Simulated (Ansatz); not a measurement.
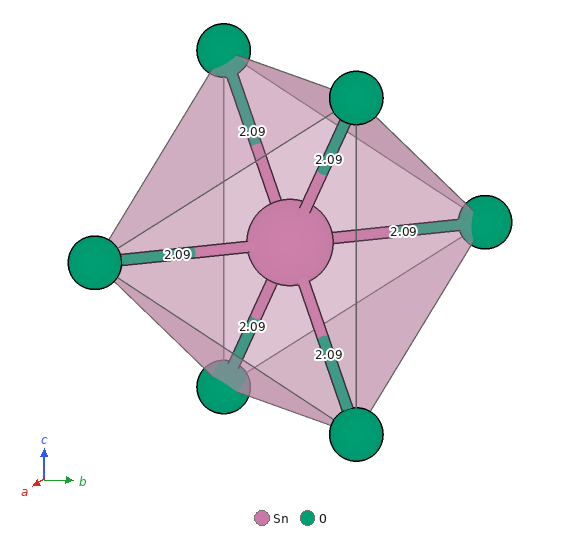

The SnO6 unit about Sn in SnO2. Source: coordinates from a relaxation with DFT PBE, scalar-relativistic, plane waves, PAW in Ansatz 0.2.0.

SnO2, space group P4_2/mnm (No. 136), a = 4.827 Å, b = 4.827 Å, c = 3.239 Å, α = 90.00°, β = 90.00°, γ = 90.00°

```csv
site,Wyckoff,x,y,z
Sn,2a,0.5000,0.5000,0.5000
O,4f,0.1934,0.8066,0.5000
```

**Compute the usual distortion measures of this polyhedron.**

It is closest to the octahedron.

```json
{"measure": "mean bond length", "value": "2.091 Å"}
{"measure": "bond-length distortion index (Baur)", "value": "0.001"}
{"measure": "effective coordination number (Hoppe)", "value": "6.00"}
{"measure": "shape measure against the octahedron", "value": "0.68"}
{"measure": "shape measure against the trigonal prism", "value": "15.94"}
{"measure": "centre off the ligands' centroid by", "value": "0.00 Å"}
{"measure": "polyhedral volume", "value": "11.93 Å³"}
{"measure": "quadratic elongation", "value": "1.014"}
{"measure": "bond-angle variance", "value": "49.1 deg²"}
```
